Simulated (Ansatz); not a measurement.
# BrFH₄Si: search for a transition state

Wanted: the transition state of a four-centre ligand exchange (form Si1–Br7, F2–H6 and break Si1–F2, H6–Br7). The guess is relaxed with those distances held, a saddle search follows, and vibrations and two downhill relaxations check it.

Computed with Ansatz 0.2.0, Gaussian basis. Level: PBE0-D4, def2-SVP first, then def2-TZVP.

152 further runs of the same task are left out: 152 set aside as unsound or not needed. Runs told in other sessions of the task aren't counted.

## Step 1: The system as given

The guess: 7 atoms, charge 0, spin multiplicity 1.

Atoms are counted from 1 here; the program's logs count them from 0.

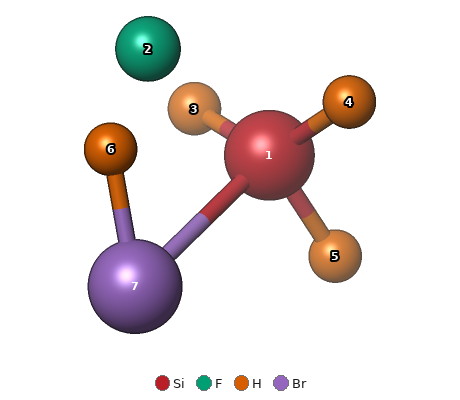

Start geometry, drawn with silicon red, fluorine teal, hydrogen orange, bromine purple; atoms are numbered from 1 in the order of the file.

Coordinates:

```
Si   -0.6963   -0.2002    0.0315
F     1.2743   -0.7805    0.5835
H    -0.4896   -1.3297   -0.8497
H    -0.7571   -0.0359    1.4684
H    -1.8589    0.5248   -0.5071
H     1.5896    0.3032    0.0139
Br    0.9381    1.5182   -0.7405
```

Distances that are to change: Si1–Br7 2.49 Å, F2–H6 1.26 Å, Si1–F2 2.13 Å, H6–Br7 1.57 Å.

## Step 2: Relaxing the guess with the reacting distances held

File hold/in.yaml:

```yaml
crystal:
  periodic: [false, false, false]
  atoms:
    - {symbol: Si, position_ang: [-0.696300, -0.200200, 0.031500]}
    - {symbol: F, position_ang: [1.274300, -0.780500, 0.583500]}
    - {symbol: H, position_ang: [-0.489600, -1.329700, -0.849700]}
    - {symbol: H, position_ang: [-0.757100, -0.035900, 1.468400]}
    - {symbol: H, position_ang: [-1.858900, 0.524800, -0.507100]}
    - {symbol: H, position_ang: [1.589600, 0.303200, 0.013900]}
    - {symbol: Br, position_ang: [0.938100, 1.518200, -0.740500]}
basis:
  gaussian: {orbitals: def2-SVP}
hamiltonian: {xc: pbe0, dispersion: d4}
relax: {f_tol: 0.04, max_steps: 150, escape_saddle: false, constraints: [{distance: [0, 6]}, {distance: [1, 5]}, {distance: [0, 1]}, {distance: [5, 6]}]}
```

Launch:

```bash
ansatz run in.yaml --threads 4 --pin off --events-out ev --progress --plain --max-ram 9574MiB
```

The program printed (excerpt; [...] marks lines left out):

```text
Functional definition: PBE0
  name "PBE0"
  cite "Adamo & Barone, J. Chem. Phys. 110, 6158 (1999) doi:10.1063/1.478522"
  cite "Perdew, Burke & Ernzerhof, Phys. Rev. Lett. 77, 3865 (1996) doi:10.1103/PhysRevLett.77.3865"
  parent pbe
[...]
862 factors; integrals over basis functions are off by at most 5.9e-4 eV
[...]
mean field -80678.10456261 eV, -2964.8656570925 hartree, gradient 1.5e-5 eV, S^2 0.000000; 0 other end points of the search recorded, 0 dependent functions left out
[...]
reference -80678.10458434 eV, -2964.8656578910 hartree; 31, 31 occupied and 53, 53 virtual orbitals, 862 factors
relax step   1: F+E_penalty+E_count = -80678.21057508 eV  Δ(F+E_penalty+E_count) = +0.000e0 eV  max|allowed force component| = 7.597e-1 eV/Å  Δτ_max = 0.0000 Å  (23 SCF iters, accepted)
[...]
relax step   3: F+E_penalty+E_count = -80678.35287476 eV  Δ(F+E_penalty+E_count) = -1.269e-2 eV  max|allowed force component| = 1.479e-1 eV/Å  Δτ_max = 0.0746 Å  (27 SCF iters, accepted)
[...]
relax step   4: F+E_penalty+E_count = -80678.35590256 eV  Δ(F+E_penalty+E_count) = -3.028e-3 eV  max|allowed force component| = 2.828e-2 eV/Å  Δτ_max = 0.0242 Å  (28 SCF iters, accepted)
  distance Si 0 - Br 6 held at 2.494022 Å   reaction = +1.7611e-1 eV/Å
  distance F 1 - H 5 held at 1.264225 Å   reaction = +1.6442e0 eV/Å
  distance Si 0 - F 1 held at 2.127138 Å   reaction = +6.2302e-1 eV/Å
  distance H 5 - Br 6 held at 1.571559 Å   reaction = -1.1709e0 eV/Å
862 factors; integrals over basis functions are off by at most 7.1e-4 eV
mean field -80678.25075642 eV, -2964.8710296160 hartree, gradient 7.1e-6 eV, S^2 0.000000; 1 other end points of the search recorded, 0 dependent functions left out
[...]
reference -80678.25077874 eV, -2964.8710304360 hartree; 31, 31 occupied and 53, 53 virtual orbitals, 862 factors
Total energy: -80678.35592487 eV, -2964.8748944853 hartree
Atom 0 at    -0.646935    -0.179042     0.025417 Å, force     0.692899    -0.044846     0.104928 eV/Å
Atom 1 at     1.337292    -0.727613     0.560794 Å, force    -0.199294     1.573772    -0.902420 eV/Å
Atom 2 at    -0.618101    -1.444357    -0.749922 Å, force    -0.007365     0.022497     0.015807 eV/Å
Atom 3 at    -0.876684    -0.192578     1.491718 Å, force    -0.002263    -0.002040    -0.028245 eV/Å
Atom 4 at    -1.778776     0.619764    -0.551165 Å, force     0.028276    -0.010817     0.009252 eV/Å
Atom 5 at     1.630058     0.360086    -0.013194 Å, force     0.115313    -2.311297     1.304695 eV/Å
Atom 6 at     0.953247     1.563640    -0.763648 Å, force    -0.627566     0.772731    -0.504017 eV/Å
Dipole moment:    -0.168907     0.146415    -0.101302 e Å
```

Wall time 11 s (4 threads of Intel Xeon at 2.50GHz, shared host).

Along the way:

```
step  energy from step 1 (eV)  largest force component (eV/Å)
   1                   0.0000                          0.7597
   2                  -0.1296                          0.2093
   3                  -0.1423                          0.1479
   4                  -0.1453                          0.0283
```

Distances of close pairs at the start and the end, largest changes first:

```
   bond  before (Å)  after (Å)  change (Å)
 Si1–H3       1.447      1.484      +0.037
 Si1–H4       1.448      1.484      +0.037
 Si1–H5       1.472      1.501      +0.028
Si1–Br7       2.494      2.494      +0.000
 H6–Br7       1.572      1.572      +0.000
```

## Step 3: Force constants to start from

File hessian/in.yaml:

```yaml
crystal:
  periodic: [false, false, false]
  atoms:
    - {symbol: Si, position_ang: [-0.646935, -0.179042, 0.025417]}
    - {symbol: F, position_ang: [1.337292, -0.727613, 0.560794]}
    - {symbol: H, position_ang: [-0.618101, -1.444357, -0.749922]}
    - {symbol: H, position_ang: [-0.876684, -0.192578, 1.491718]}
    - {symbol: H, position_ang: [-1.778776, 0.619764, -0.551165]}
    - {symbol: H, position_ang: [1.630058, 0.360086, -0.013194]}
    - {symbol: Br, position_ang: [0.953247, 1.563640, -0.763648]}
basis:
  gaussian: {orbitals: def2-SVP}
hamiltonian: {xc: pbe0, dispersion: d4}
phonons: {}
scf: {lower_state_search: off}
```

Launch:

```bash
ansatz run in.yaml --threads 4 --pin off --events-out ev --progress --plain --max-ram 9574MiB
```

The program printed (excerpt; [...] marks lines left out):

```text
[... 5 set-up lines as earlier in the session ...]
[...]
864 factors; integrals over basis functions are off by at most 4.1e-4 eV
[...]
mean field -80678.25075929 eV, -2964.8710297214 hartree, gradient 5.1e-6 eV, S^2 0.000000; 0 other end points of the search recorded, 0 dependent functions left out
[...]
reference -80678.25078159 eV, -2964.8710305410 hartree; 31, 31 occupied and 53, 53 virtual orbitals, 864 factors
[... from here to the last solve, the lines of the solves are left out (41 solves) ...]
864 factors; integrals over basis functions are off by at most 4.1e-4 eV
mean field -80678.25201710 eV, -2964.8710759451 hartree, gradient 2.2e-6 eV, S^2 0.000000; 0 other end points of the search recorded, 0 dependent functions left out
[...]
WARN: phonons: modes at or below zero, which the zero-point energy, F, S and C_V leave out: 1, the lowest at -753.29 cm⁻¹. A minimum has none, and a first-order saddle one
[...]
Total energy: -80678.35592773 eV, -2964.8748945904 hartree
Atom 0 at    -0.646935    -0.179042     0.025417 Å, force     0.692881    -0.044833     0.104924 eV/Å
Atom 1 at     1.337292    -0.727613     0.560794 Å, force    -0.199296     1.573774    -0.902422 eV/Å
Atom 2 at    -0.618101    -1.444357    -0.749922 Å, force    -0.007367     0.022493     0.015806 eV/Å
Atom 3 at    -0.876684    -0.192578     1.491718 Å, force    -0.002265    -0.002041    -0.028248 eV/Å
Atom 4 at    -1.778776     0.619764    -0.551165 Å, force     0.028284    -0.010825     0.009258 eV/Å
Atom 5 at     1.630058     0.360086    -0.013194 Å, force     0.115332    -2.311289     1.304693 eV/Å
Atom 6 at     0.953247     1.563640    -0.763648 Å, force    -0.627569     0.772721    -0.504012 eV/Å
Dipole moment:    -0.168907     0.146414    -0.101301 e Å
Vibrations: -753.29 220.00 274.96 395.67 453.37 637.12 689.67 798.31 893.44 994.28 1023.36 1594.35 2193.76 2264.38 2300.67 cm⁻¹, zero-point energy 0.913351 eV
Checks for a lower state left out: stability, starts, cluster_reference, orbital_swaps, neighbouring_geometries, increment
```

It took 59 s on 4 threads of Intel Xeon at 2.50GHz, shared host.

The structure is not stationary yet, so these wavenumbers are no spectrum; the search needs only the force constants.

## Step 4: Saddle search in the small basis

A small driver takes partitioned rational-function steps: uphill along one mode, downhill along the rest. It calls the program once a step for energy and forces and updates the Hessian by Bofill's formula. It stops when the largest force is under 0.04 eV/Å and the followed curvature is negative. The first step's input:

File presaddle/in.yaml:

```yaml
crystal:
  periodic: [false, false, false]
  atoms:
    - {symbol: Si, position_ang: [-0.646935, -0.179042, 0.025417]}
    - {symbol: F, position_ang: [1.337292, -0.727613, 0.560794]}
    - {symbol: H, position_ang: [-0.618101, -1.444357, -0.749922]}
    - {symbol: H, position_ang: [-0.876684, -0.192578, 1.491718]}
    - {symbol: H, position_ang: [-1.778776, 0.619764, -0.551165]}
    - {symbol: H, position_ang: [1.630058, 0.360086, -0.013194]}
    - {symbol: Br, position_ang: [0.953247, 1.563640, -0.763648]}
basis:
  gaussian: {orbitals: def2-SVP}
hamiltonian: {xc: pbe0, dispersion: d4}
output: {forces: true}
scf: {lower_state_search: off}
```

Launch:

```bash
ansatz run in.yaml --threads 4 --pin off --events-out ev --progress --plain --max-ram 9574MiB
```

Step by step:

```csv
step,energy (eV),largest force (eV/Å),followed curvature (eV/Å²)
1,-80678.35590,2.3113,-8.32
2,-80678.58264,0.8648,-8.57
3,-80678.61119,0.5811,-8.88
4,-80678.61616,0.2734,-7.91
5,-80678.62032,0.0605,-7.22
6,-80678.62062,0.0361,-8.56
```

The 6 steps took 8.9 s in all (4 threads of Intel Xeon at 2.50GHz, shared host).

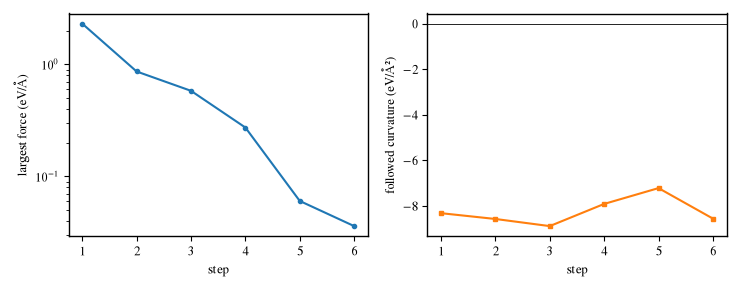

Largest force and followed curvature during the search.

## Step 5: Saddle search in triple zeta

The search itself is an outer loop (partitioned rational-function steps, Bofill update of the Hessian). Each step is one single-point run with forces. It stops when the largest force is under 0.01 eV/Å and the followed curvature is negative. The first step's input:

File saddle/in.yaml:

```yaml
crystal:
  periodic: [false, false, false]
  atoms:
    - {symbol: Si, position_ang: [-0.599136, -0.261346, 0.077510]}
    - {symbol: F, position_ang: [1.199242, -0.598778, 0.479353]}
    - {symbol: H, position_ang: [-0.688369, -1.540927, -0.672142]}
    - {symbol: H, position_ang: [-0.944212, -0.326371, 1.521592]}
    - {symbol: H, position_ang: [-1.590861, 0.658053, -0.545040]}
    - {symbol: H, position_ang: [1.569807, 0.349525, -0.012006]}
    - {symbol: Br, position_ang: [1.053630, 1.719746, -0.849266]}
basis:
  gaussian: {orbitals: def2-TZVP}
hamiltonian: {xc: pbe0, dispersion: d4}
output: {forces: true}
scf: {lower_state_search: off}
```

Launch:

```bash
ansatz run in.yaml --threads 4 --pin off --events-out ev --progress --plain --max-ram 9574MiB
```

Step by step:

```
step   energy (eV)  largest force (eV/Å)  followed curvature (eV/Å²)
   1  -80693.39060                0.1733                       -8.56
   2  -80693.39583                0.0531                       -8.51
   3  -80693.39958                0.0692                       -8.54
   4  -80693.40982                0.1235                       -8.54
   5  -80693.43951                0.2412                       -8.53
   6  -80693.43062                0.6009                       -8.47
   7  -80693.45014                0.6995                       -8.30
   8  -80693.43957                0.6571                      -10.55
   9  -80693.46447                0.1707                       -8.39
  10  -80693.46608                0.0675                       -8.76
  11  -80693.46672                0.1276                       -8.69
  12  -80693.46790                0.0384                       -8.31
  13  -80693.46295                0.2238                       -8.92
  14  -80693.46775                0.0794                       -8.71
  15  -80693.46811                0.0651                       -8.45
  16  -80693.46838                0.0240                       -8.43
  17  -80693.46846                0.0087                       -8.42
```

The 17 steps took 48 s in all (4 threads of Intel Xeon at 2.50GHz, shared host).

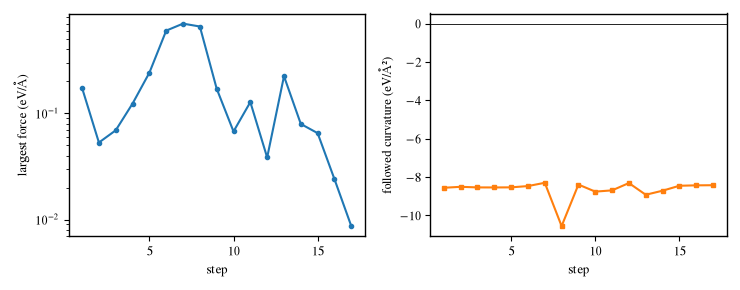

Largest force and followed curvature during the search.

The point found:

| atom | x (Å) | y (Å) | z (Å) |
| --- | --- | --- | --- |
| Si1 | -0.60184 | -0.19757 | 0.06915 |
| F2 | 1.16704 | -0.27920 | 0.85325 |
| H3 | -0.56202 | -1.28598 | -0.92073 |
| H4 | -0.99800 | -0.73695 | 1.39570 |
| H5 | -1.59318 | 0.86824 | -0.19212 |
| H6 | 1.57569 | 0.33313 | 0.12198 |
| Br7 | 1.01240 | 1.29822 | -1.32724 |

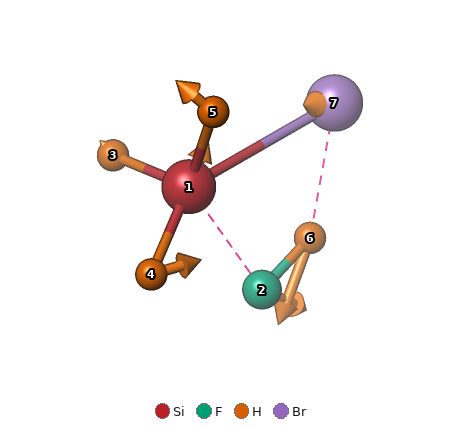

The point found; arrows show the followed mode. Pairs that react are joined by broken lines, hidden where the pair is close enough to be drawn as a bond.

## Step 6: Checking the order of the point

File vib/in.yaml:

```yaml
crystal:
  periodic: [false, false, false]
  atoms:
    - {symbol: Si, position_ang: [-0.601839, -0.197566, 0.069154]}
    - {symbol: F, position_ang: [1.167042, -0.279197, 0.853247]}
    - {symbol: H, position_ang: [-0.562019, -1.285981, -0.920730]}
    - {symbol: H, position_ang: [-0.997999, -0.736954, 1.395702]}
    - {symbol: H, position_ang: [-1.593180, 0.868244, -0.192117]}
    - {symbol: H, position_ang: [1.575692, 0.333129, 0.121980]}
    - {symbol: Br, position_ang: [1.012403, 1.298224, -1.327236]}
basis:
  gaussian: {orbitals: def2-TZVP}
hamiltonian: {xc: pbe0, dispersion: d4}
phonons: {temperatures: {t_min: 298.15, t_max: 900, t_step: 200}}
```

Launch:

```bash
ansatz run in.yaml --threads 4 --pin off --events-out ev --progress --plain --max-ram 9574MiB
```

The program printed (excerpt; [...] marks lines left out):

```text
[... 5 set-up lines as earlier in the session ...]
[...]
1013 factors; their error is unknown
[...]
mean field -80693.36403410 eV, -2965.4264323267 hartree, gradient 7.0e-5 eV, S^2 0.000000; 0 other end points of the search recorded, 0 dependent functions left out
[...]
reference -80693.36406185 eV, -2965.4264333462 hartree; 31, 31 occupied and 109, 109 virtual orbitals, 1013 factors
[... from here to the last solve, the lines of the solves are left out (41 solves) ...]
1013 factors; their error is unknown
mean field -80693.36401521 eV, -2965.4264316322 hartree, gradient 1.0e-6 eV, S^2 0.000000; 0 other end points of the search recorded, 0 dependent functions left out
[...]
reference -80693.36404295 eV, -2965.4264326518 hartree; 31, 31 occupied and 109, 109 virtual orbitals, 1013 factors
WARN: phonons: modes at or below zero, which the zero-point energy, F, S and C_V leave out: 1, the lowest at -361.47 cm⁻¹. A minimum has none, and a first-order saddle one
Total energy: -80693.46845876 eV, -2965.4302698621 hartree
Atom 0 at    -0.601839    -0.197566     0.069154 Å, force    -0.002291     0.000584     0.000703 eV/Å
Atom 1 at     1.167042    -0.279197     0.853247 Å, force     0.005732     0.003665    -0.005550 eV/Å
Atom 2 at    -0.562019    -1.285981    -0.920730 Å, force    -0.000224    -0.000940    -0.003151 eV/Å
Atom 3 at    -0.997999    -0.736954     1.395702 Å, force     0.002306     0.003167    -0.002085 eV/Å
Atom 4 at    -1.593180     0.868244    -0.192117 Å, force    -0.001644    -0.000935     0.001833 eV/Å
Atom 5 at     1.575692     0.333129     0.121980 Å, force    -0.007917     0.002566    -0.000418 eV/Å
Atom 6 at     1.012403     1.298224    -1.327236 Å, force     0.004039    -0.008107     0.008669 eV/Å
Dipole moment:    -0.133484    -0.197118     0.197817 e Å
Vibrations: -361.47 149.52 312.99 375.27 632.25 719.09 750.64 882.10 951.03 1052.25 1090.12 2140.32 2218.96 2249.35 2306.68 cm⁻¹, zero-point energy 0.981371 eV
```

Run time: 1.8 min. Hardware: 4 threads of Intel Xeon at 2.50GHz, shared host.

The modes, with what each moves most:

| mode | wavenumber (cm⁻¹) | character |
| --- | --- | --- |
| 1 | 361i | changes Si1–Br7, F2–H6, Si1–F2, H6–Br7 |
| 2 | 150 | bend |
| 3 | 313 | not assigned (largely outside the bonds, angles and torsions drawn) |
| 4 | 375 | not assigned (largely outside the bonds, angles and torsions drawn) |
| 5 | 632 | bend |
| 6 | 719 | bend |
| 7 | 751 | not assigned (largely outside the bonds, angles and torsions drawn) |
| 8 | 882 | bend |
| 9 | 951 | bend |
| 10 | 1052 | not assigned (largely outside the bonds, angles and torsions drawn) |
| 11 | 1090 | not assigned (largely outside the bonds, angles and torsions drawn) |
| 12 | 2140 | F–H stretch |
| 13 | 2219 | Si–H stretch |
| 14 | 2249 | Si–H stretch |
| 15 | 2307 | Si–H stretch |

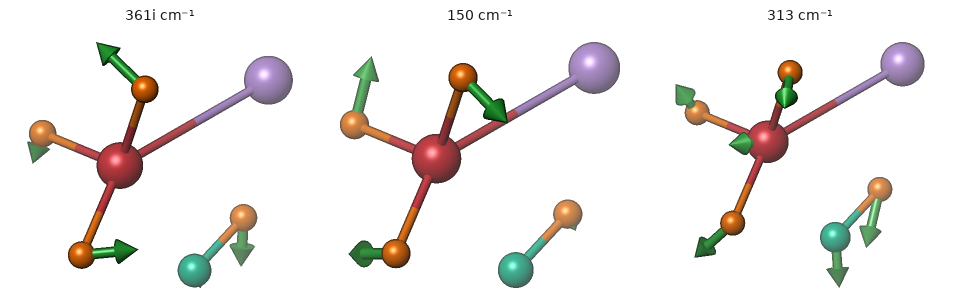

Displacements of 3 modes, as arrows.

Vibrational sums (real modes only):

```
T (K)  entropy (J/mol/K)  heat capacity (J/mol/K)
  298               26.9                     38.3
  498               52.3                     61.1
  698               75.5                     76.2
  898               96.1                     86.6
```

[end of part 1 of 2]
